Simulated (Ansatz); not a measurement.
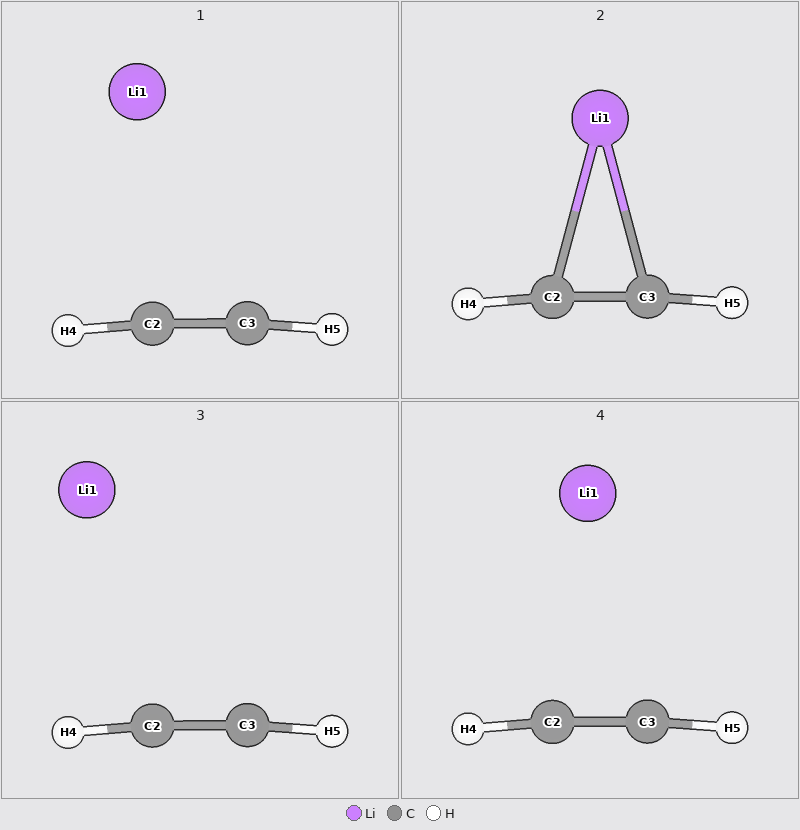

C2H2Li, charge +1. The first coordinate is: separation of C2 and Li1 along their line in the relaxed pair; the second: sideways slip of Li1. Nothing is relaxed (both partners rigid). The grid has 15 × 15 points. Points are written as (first, second). All energies are given in kcal/mol relative to the lowest grid point. These are results of RKS PBE0-D4/def2-TZVPD in Ansatz, not measurements.

The numbered pictures are structures from this grid.

Q: Which is the most stable, and how do the others follow?

A: 2, at (2.343 Å, 0.000 Å): 0.08 kcal/mol; 4, at (2.914 Å, 0.314 Å): 5.9 kcal/mol; 1, at (2.789 Å, 0.943 Å): 8.2 kcal/mol; 3, at (2.670 Å, 1.571 Å): 11.9 kcal/mol.

The map, with the structures marked:

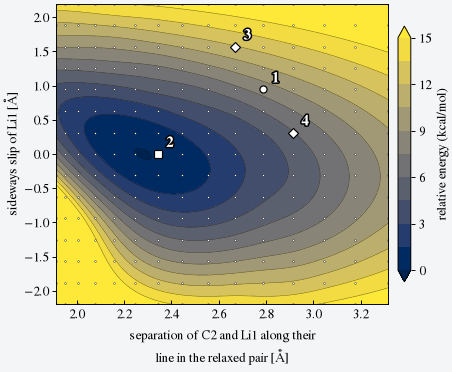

The picture shows filled contours, dots at the grid points, one colour for all values above the top of the scale. Between grid points the surface is interpolated.
